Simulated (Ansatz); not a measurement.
**BH2OF (SMILES OBF) at 6 levels**

Aim: a comparison of 6 runs (B2PLYP/STO-3G, BHLYP/STO-3G, UPBE/STO-3G, RPA@PBE/STO-3G, MP2/STO-3G, UCCSD(T)/STO-3G) of BH2OF. 

Program for the calculation: Ansatz 0.2.0.

70 further runs of the same task are left out: 1 that didn't finish, 69 set aside as unsound or not needed.

### 1 The molecule

BH2OF has 5 atoms, charge 0, and is taken as a singlet. SMILES: `OBF`. The B2–O1 distance was set to 2.689 Å, away from the relaxed value. At this shape a bond of the SMILES string is far longer than usual.

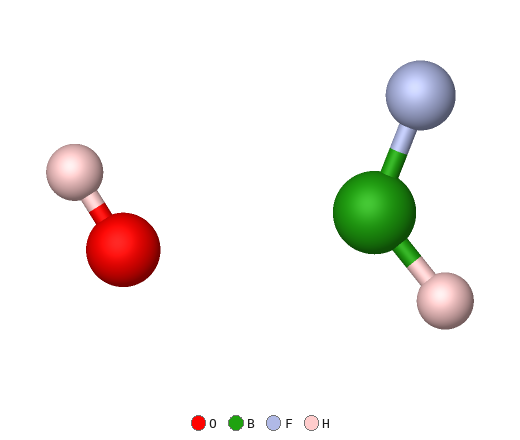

The structure, seen from a chosen angle (oxygen red, boron green, fluorine light blue, hydrogen pink).

### 2 The energy at B2PLYP/STO-3G (run 1)

job.yaml reads:

```yaml
crystal:
  periodic: [false, false, false]
  atoms:
    - {symbol: O, position_ang: [-2.295823, 0.345003, 0.112699]}
    - {symbol: B, position_ang: [0.365000, -0.030200, 0.201100]}
    - {symbol: F, position_ang: [1.039200, -0.323700, -0.909500]}
    - {symbol: H, position_ang: [-2.667623, 0.245003, -0.770001]}
    - {symbol: H, position_ang: [0.948300, 0.065400, 1.236000]}
basis:
  gaussian:
    orbitals: STO-3G
hamiltonian:
  xc: {name: B2PLYP}
correlation:
  frozen_orbitals: {B: 1, F: 1, H: 0, O: 1}
accuracy: high
```

The run is started by

```sh
ansatz run job.yaml --threads 1 --pin off --max-ram 2610MiB --events-out events.jsonl --progress --plain --runs-dir runs
```

Log:

```text
Warning: RAYON_NUM_THREADS=1 ignored (pool sized by the plan → 1); use --threads N
Functional definition: B2PLYP
  name "B2PLYP"
  parameter a = 0.53
  parameter c = 0.27
  exchange = (1 - a)*b88_x + a*exact_x
  correlation = (1 - c)*lyp_c + c*(mp2_os + mp2_ss)
277 factors; integrals over basis functions are off by at most 4.0e-8 eV
mean field evaluation 1: about -5373.4459 eV, gradient 3.3e1 eV
mean field evaluation 2: about -5373.4393 eV, gradient 3.3e1 eV
mean field evaluation 4: about -5375.5777 eV, gradient 2.5e1 eV
mean field evaluation 8: about -5377.4401 eV, gradient 2.2e1 eV
mean field evaluation 16: about -5382.2760 eV, gradient 3.4e-8 eV
mean field evaluation 32: about -5230.8528 eV, gradient 7.2e1 eV
mean field -5382.27599086 eV, -197.7949944264 hartree, gradient 7.6e-9 eV, S^2 0.000000; 0 other end points of the search recorded, 0 dependent functions left out; unrestricted orbitals would lower it
3 core orbitals not correlated: weight in the atoms' cores, before any rotation towards them, 1.000 or more for the frozen orbitals, at most 0.000 for the correlated occupied ones
reference -5382.27600709 eV, -197.7949950228 hartree; 9, 9 occupied and 5, 5 virtual orbitals, 277 factors
second order -7.52676462 eV of doubles, -0.00000000 eV of singles
Total energy: -5384.30823354 eV, -197.8696779672 hartree
```

Wall time 1.5 s (1 thread of Arm Neoverse V1, shared host); peak memory 0.095 GiB.

### 3 The energy at BHLYP/STO-3G (run 2)

run.yaml reads:

```yaml
crystal:
  periodic: [false, false, false]
  atoms:
    - {symbol: O, position_ang: [-2.295823, 0.345003, 0.112699]}
    - {symbol: B, position_ang: [0.365000, -0.030200, 0.201100]}
    - {symbol: F, position_ang: [1.039200, -0.323700, -0.909500]}
    - {symbol: H, position_ang: [-2.667623, 0.245003, -0.770001]}
    - {symbol: H, position_ang: [0.948300, 0.065400, 1.236000]}
basis:
  gaussian:
    orbitals: STO-3G
hamiltonian:
  xc: {name: BHLYP}
accuracy: high
```

The run is started by

```sh
ansatz run run.yaml --threads 1 --pin off --max-ram 2610MiB --events-out events.jsonl --progress --plain --runs-dir runs
```

Log:

```text
Warning: RAYON_NUM_THREADS=1 ignored (pool sized by the plan → 1); use --threads N
Functional definition: BHLYP
  name "BHLYP"
  parameter a = 0.5
[... 1 set-up line as earlier in the session ...]
  correlation = lyp_c
277 factors; integrals over basis functions are off by at most 4.0e-8 eV
mean field evaluation 1: about -5379.5953 eV, gradient 3.2e1 eV
mean field evaluation 2: about -5262.8284 eV, gradient 9.0e1 eV
mean field evaluation 4: about -5383.0317 eV, gradient 2.3e1 eV
mean field evaluation 8: about -5383.5085 eV, gradient 2.2e1 eV
mean field evaluation 16: about -5388.4126 eV, gradient 9.3e-7 eV
mean field -5388.41260792 eV, -198.0205109440 hartree, gradient 7.2e-9 eV, S^2 0.000000; 0 other end points of the search recorded, 0 dependent functions left out
reference -5388.41262524 eV, -198.0205115804 hartree; 12, 12 occupied and 5, 5 virtual orbitals, 277 factors
Total energy: -5388.41262524 eV, -198.0205115804 hartree
```

Wall time 1.1 s (1 thread of Arm Neoverse V1, shared host); peak memory 0.091 GiB.

Runs 3 to 4 aren't shown in full; the table further down has their settings and results.

### 4 The energy at MP2/STO-3G (run 5)

input.yaml reads:

```yaml
crystal:
  periodic: [false, false, false]
  atoms:
    - {symbol: O, position_ang: [-2.295823, 0.345003, 0.112699]}
    - {symbol: B, position_ang: [0.365000, -0.030200, 0.201100]}
    - {symbol: F, position_ang: [1.039200, -0.323700, -0.909500]}
    - {symbol: H, position_ang: [-2.667623, 0.245003, -0.770001]}
    - {symbol: H, position_ang: [0.948300, 0.065400, 1.236000]}
basis:
  gaussian:
    orbitals: STO-3G
correlation:
  method: mp2
  frozen_orbitals: {B: 1, F: 1, H: 0, O: 1}
accuracy: high
total_charge: 0
```

The run is started by

```sh
ansatz run input.yaml --threads 1 --pin off --max-ram 2610MiB --events-out events.jsonl --progress --plain --runs-dir runs
```

Log, shortened:

```text
Warning: RAYON_NUM_THREADS=1 ignored (pool sized by the plan → 1); use --threads N
Functional definition: HF
  name "HF"
[...]
277 factors; integrals over basis functions are off by at most 4.0e-8 eV
[...]
mean field -5364.75426367 eV, -197.1510828290 hartree, gradient 9.0e-9 eV, S^2 0.000000; 3 other end points of the search recorded, 0 dependent functions left out; unrestricted orbitals would lower it
unrestricted determinant -5369.06564440 eV, -197.3095231481 hartree, S^2 0.9703
3 core orbitals not correlated: weight in the atoms' cores, before any rotation towards them, 1.000 or more for the frozen orbitals, at most 0.000 for the correlated occupied ones
reference -5364.75426367 eV, -197.1510828290 hartree; 9, 9 occupied and 5, 5 virtual orbitals, 277 factors
second order -4.95862872 eV of doubles, -0.00000000 eV of singles
Total energy: -5369.71289239 eV, -197.3333090732 hartree
```

It took 0.14 s on 1 thread of Arm Neoverse V1, shared host.

### 5 The energy at UCCSD(T)/STO-3G (run 6)

molecule.yaml reads:

```yaml
crystal:
  periodic: [false, false, false]
  atoms:
    - {symbol: O, position_ang: [-2.295823, 0.345003, 0.112699]}
    - {symbol: B, position_ang: [0.365000, -0.030200, 0.201100]}
    - {symbol: F, position_ang: [1.039200, -0.323700, -0.909500]}
    - {symbol: H, position_ang: [-2.667623, 0.245003, -0.770001]}
    - {symbol: H, position_ang: [0.948300, 0.065400, 1.236000]}
basis:
  gaussian:
    orbitals: STO-3G
scf:
  omitted_lower_state_checks: [cluster_reference, increment]
correlation:
  method: ccsd_t
  frozen_orbitals: {B: 1, F: 1, H: 0, O: 1}
accuracy: high
magnetization:
  spin_polarized: true
```

The run is started by

```sh
ansatz run molecule.yaml --threads 1 --pin off --max-ram 2610MiB --events-out events.jsonl --progress --plain --runs-dir runs
```

Log:

```text
Warning: RAYON_NUM_THREADS=1 ignored (pool sized by the plan → 1); use --threads N
[... 17 lines left out ...]
3 core orbitals not correlated: weight in the atoms' cores, before any rotation towards them, 1.000 or more for the frozen orbitals, at most 0.000 for the correlated occupied ones
[... 51 lines left out ...]
Total energy: -5371.78666537 eV, -197.4095188245 hartree
Checks for a lower state left out: cluster_reference, increment
```

Run time: 0.7 s. Hardware: 1 thread of Arm Neoverse V1, shared host.

### 6 The series

```
run            level  frozen core orbitals  energy (Eh)  wall time
  1    B2PLYP/STO-3G                     3  -197.869678      1.5 s
  2     BHLYP/STO-3G                     –  -198.020512      1.1 s
  3      UPBE/STO-3G                     –  -197.929107        6 s
  4   RPA@PBE/STO-3G                     3  -197.469320      1.8 s
  5       MP2/STO-3G                     3  -197.333309     0.14 s
  6  UCCSD(T)/STO-3G                     3  -197.409519      0.7 s
```

### 7 Outcome

| quantity | value |
| --- | --- |
| run 6: total energy | -197.40952 Eh |
| run 6: correlation energy (3 core orbitals frozen) | -100.0 mEh |
| run 6: (T) correction | -6.27 mEh |
| run 6: ⟨S²⟩ of the reference determinant | 0.970 |
| run 6: T1 diagnostic | 0.027 |

Totals of different functionals can't be ranked against each other. In runs 1, 4, 5 the log says that unrestricted orbitals would lower the reference, so the values rest on an unstable closed-shell determinant (other closed-shell runs at this shape may share the fault). In runs 1, 2, 3, 4, 5, 6 the basis is minimal, so the values are rough. Spin contamination of the reference: run 6 ⟨S²⟩ = 0.97, run 3 ⟨S²⟩ = 0.54. Where it is this large, the reference is a mixture of spin states, and values that rest on it are in doubt. All runs together took 11 s, the longest 6 s.
